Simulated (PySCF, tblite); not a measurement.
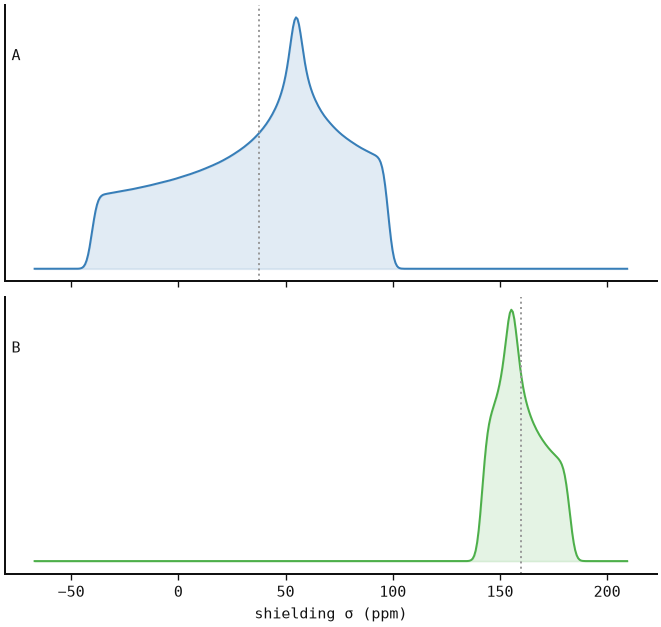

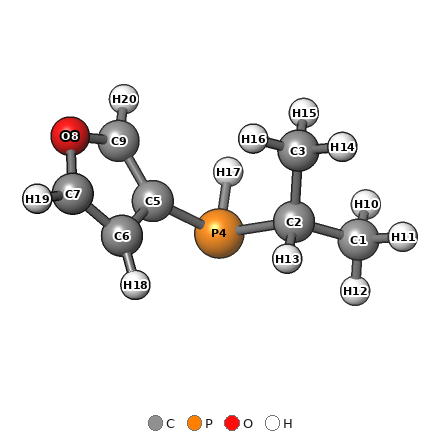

Static powder patterns (¹³C) from GIAO shielding tensors of C₇H₁₁OP, SMILES CC(C)Pc1ccoc1, PBE0/pcSseg-1 with PySCF, at a GFN2-xTB geometry (a minimum by its frequencies); absolute shielding, one fixed geometry of the isolated molecule without any motion, no dipolar terms. The dotted line is the isotropic value; skew is 3(σiso − σ22)/span.

**The panels belong to C3 and C9. Which is which?**

panel A: C9, σ11, σ22, σ33 = −40, 55, 98 ppm, isotropic 38, span 138 ppm, skew −0.38; panel B: C3, σ11, σ22, σ33 = 142, 155, 183 ppm, isotropic 160, span 41 ppm, skew 0.32.

Caveats: the tight-binding geometry is rougher than a DFT one and adds to the error; one conformer of a flexible molecule.
